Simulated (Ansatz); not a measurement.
# CH7GaSi (SMILES [CH3][GaH][SiH3]): revPBE/6-31G(d) (spherical functions)

What is the electronic atomisation energy of CH7GaSi at revPBE/6-31G* (spherical functions)? 

Program for the calculation: Ansatz 0.2.0.

71 further runs of the same task are left out: 71 set aside as unsound or not needed.

## (1) The structure to begin with

CH7GaSi has 10 atoms, charge 0, and is taken as a singlet. SMILES: `[CH3][GaH][SiH3]`. The shape is that of a PBE0-D4/def2-TZVP optimisation.

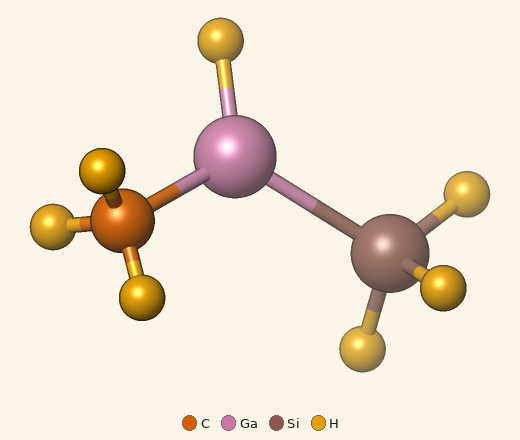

Viewed from a chosen angle; carbon orange, gallium pink, silicon brown, hydrogen amber.

## (2) A single-point energy at revPBE/6-31G(d) (spherical functions)

Contents of job.yaml:

```yaml
crystal:
  periodic: [false, false, false]
  atoms:
    - {symbol: C, position_ang: [-1.123300, 1.394100, -0.619200]}
    - {symbol: Ga, position_ang: [0.561500, 0.659300, 0.093300]}
    - {symbol: Si, position_ang: [0.786700, -1.705300, 0.550700]}
    - {symbol: H, position_ang: [-1.924300, 0.656600, -0.670400]}
    - {symbol: H, position_ang: [-0.947000, 1.785400, -1.626000]}
    - {symbol: H, position_ang: [-1.454200, 2.236500, -0.005700]}
    - {symbol: H, position_ang: [1.759600, 1.654600, 0.346000]}
    - {symbol: H, position_ang: [0.531000, -2.496200, -0.688800]}
    - {symbol: H, position_ang: [2.125000, -2.100900, 1.069700]}
    - {symbol: H, position_ang: [-0.231700, -2.135100, 1.553300]}
basis:
  gaussian:
    orbitals: 6-31G_st_-spherical.json
accuracy: high
hamiltonian:
  xc: {name: revPBE}
output: {orbitals: {seedname: orbitals}}
```

The basis set 6-31G* is read from a file made from the Basis Set Exchange's data (not shown).

The run is started by

```bash
ansatz run job.yaml --threads 1 --pin off --max-ram 3480MiB --events-out events.jsonl --progress --plain --runs-dir runs
```

The log of the run:

```text
Warning: RAYON_NUM_THREADS=1 ignored (pool sized by the plan → 1); use --threads N
Functional definition: revPBE
  name "revPBE"
  parameter kappa = 1.245
  parameter beta = 0.06672455060314922
  exchange = pbe_x(kappa = kappa, mu = beta*pi^2/3)
  correlation = pbe_c(beta = beta)
1761 factors; integrals over basis functions are off by at most 7.4e-9 eV
mean field evaluation 1: about -61385.3121 eV, gradient 5.7e1 eV
mean field evaluation 2: about -61373.0326 eV, gradient 8.6e1 eV
mean field evaluation 4: about -61392.4561 eV, gradient 2.9e0 eV
mean field evaluation 8: about -61392.4784 eV, gradient 3.1e-2 eV
mean field evaluation 16: about -61392.4784 eV, gradient 3.2e-6 eV
mean field -61392.47843835 eV, -2256.1319692928 hartree, gradient 6.1e-8 eV, S^2 0.000000; 0 other end points of the search recorded, 0 dependent functions left out
reference -61392.47844449 eV, -2256.1319695186 hartree; 29, 29 occupied and 49, 49 virtual orbitals, 1761 factors
Total energy: -61392.47844449 eV, -2256.1319695186 hartree
```

Run time: 7.2 s. Hardware: 1 thread of Arm Neoverse V1, shared host; peak memory 0.21 GiB.

## (3) The C atom, same level

Contents of job.yaml:

```yaml
crystal:
  periodic: [false, false, false]
  atoms:
    - symbol: C
      position_ang: [0.000000, 0.000000, 0.000000]
basis:
  gaussian:
    orbitals: 6-31G_st_-spherical.json
magnetization:
  spin_polarized: true
  initial_magnetization: 2
hamiltonian:
  xc: {name: revPBE}
accuracy: high
```

The basis set 6-31G* is read from a file made from the Basis Set Exchange's data (not shown).

The run is started by

```bash
ansatz run job.yaml --threads 1 --pin off --max-ram 3480MiB --events-out events.jsonl --progress --plain --runs-dir runs
```

The log of the run, shortened:

```text
Warning: RAYON_NUM_THREADS=1 ignored (pool sized by the plan → 1); use --threads N
[... 6 set-up lines as earlier in the session ...]
96 factors; integrals over basis functions are off by at most 1.1e-9 eV
mean field evaluation 1: about -1029.3260 eV, gradient 4.4e0 eV
mean field evaluation 2: about -1029.4203 eV, gradient 1.9e0 eV
mean field evaluation 4: about -1029.4464 eV, gradient 2.6e-1 eV
mean field evaluation 8: about -1029.4466 eV, gradient 4.6e-5 eV
mean field evaluation 16: about -1029.4466 eV, gradient 5.6e-2 eV
mean field evaluation 32: about -1029.4466 eV, gradient 1.8e-8 eV
mean field -1029.44662886 eV, -37.8314658265 hartree, gradient 1.8e-8 eV, S^2 2.001583; 2 other end points of the search recorded, 0 dependent functions left out
reference -1029.44663049 eV, -37.8314658866 hartree; 4, 2 occupied and 10, 12 virtual orbitals, 96 factors
Total energy: -1029.44663049 eV, -37.8314658866 hartree
```

It took 0.5 s on 1 thread of Arm Neoverse V1, shared host.

## (4) The Ga atom, same level

Contents of molecule.yaml:

```yaml
crystal:
  periodic: [false, false, false]
  atoms:
    - {symbol: Ga, position_ang: [0.000000, 0.000000, 0.000000]}
basis:
  gaussian: {orbitals: 6-31G_st_-spherical.json}
total_charge: 0
magnetization: {spin_polarized: true, initial_magnetization: 1}
hamiltonian: {xc: {name: revPBE}}
accuracy: high
```

The basis set 6-31G* is read from a file made from the Basis Set Exchange's data (not shown).

The run is started by

```bash
ansatz run molecule.yaml --threads 1 --pin off --max-ram 3480MiB --events-out events.jsonl --progress --plain --runs-dir runs
```

The log of the run, shortened:

```text
Warning: RAYON_NUM_THREADS=1 ignored (pool sized by the plan → 1); use --threads N
[... 6 set-up lines as earlier in the session ...]
306 factors; integrals over basis functions are off by at most 3.0e-9 eV
mean field evaluation 1: about -52365.3764 eV, gradient 1.1e1 eV
mean field evaluation 2: about -52365.2057 eV, gradient 1.6e1 eV
mean field evaluation 4: about -52365.5959 eV, gradient 1.4e-1 eV
mean field evaluation 8: about -52365.5921 eV, gradient 3.2e-3 eV
mean field evaluation 16: about -52365.5921 eV, gradient 8.8e-8 eV
mean field evaluation 32: about -52365.5958 eV, gradient 2.9e-1 eV
mean field evaluation 64: about -52365.5921 eV, gradient 5.1e-3 eV
mean field -52365.59212895 eV, -1924.4000160659 hartree, gradient 6.2e-9 eV, S^2 0.752152; 7 other end points of the search recorded, 0 dependent functions left out
reference -52365.59213197 eV, -1924.4000161767 hartree; 16, 15 occupied and 16, 17 virtual orbitals, 306 factors
Total energy: -52365.59213197 eV, -1924.4000161767 hartree
```

Wall time 5.1 s (1 thread of Arm Neoverse V1, shared host); peak memory 0.095 GiB.

## (5) The H atom

Contents of job.yaml:

```yaml
crystal:
  periodic: [false, false, false]
  atoms:
    - {symbol: H, position_ang: [0.000000, 0.000000, 0.000000]}
basis:
  gaussian: {orbitals: "6-31G*"}
magnetization: {spin_polarized: true, initial_magnetization: 1}
hamiltonian: {xc: {name: revPBE}}
accuracy: high
```

Run the same way, it converges to -0.50194 Eh (log not shown).

## (6) The Si atom

Contents of run.yaml:

```yaml
crystal:
  periodic: [false, false, false]
  atoms:
    - {symbol: Si, position_ang: [0.000000, 0.000000, 0.000000]}
basis:
  gaussian:
    orbitals: 6-31G_st_-spherical.json
magnetization:
  spin_polarized: true
  initial_magnetization: 2
hamiltonian:
  xc: {name: revPBE}
accuracy: high
```

The basis set 6-31G* is read from a file made from the Basis Set Exchange's data (not shown).

Run the same way, it converges to -289.29303 Eh (log not shown).

## (7) Outcome

At revPBE/6-31G* (spherical functions):

```
                     quantity           value
       molecule: total energy  -2256.13197 Eh
        molecule: HOMO energy        -6.13 eV
        molecule: LUMO energy        -2.33 eV
      molecule: HOMO–LUMO gap         3.80 eV
         C atom: total energy    -37.83147 Eh
                 C atom: ⟨S²⟩           2.002
        Ga atom: total energy  -1924.40002 Eh
                Ga atom: ⟨S²⟩           0.752
         H atom: total energy     -0.50194 Eh
                 H atom: ⟨S²⟩           0.750
        Si atom: total energy   -289.29303 Eh
                Si atom: ⟨S²⟩           2.002
electronic atomisation energy       29.767 eV
```

In words: Taking the molecule apart into free atoms costs 29.77 eV (2872 kJ/mol), before zero-point energy and without spin-orbit coupling.
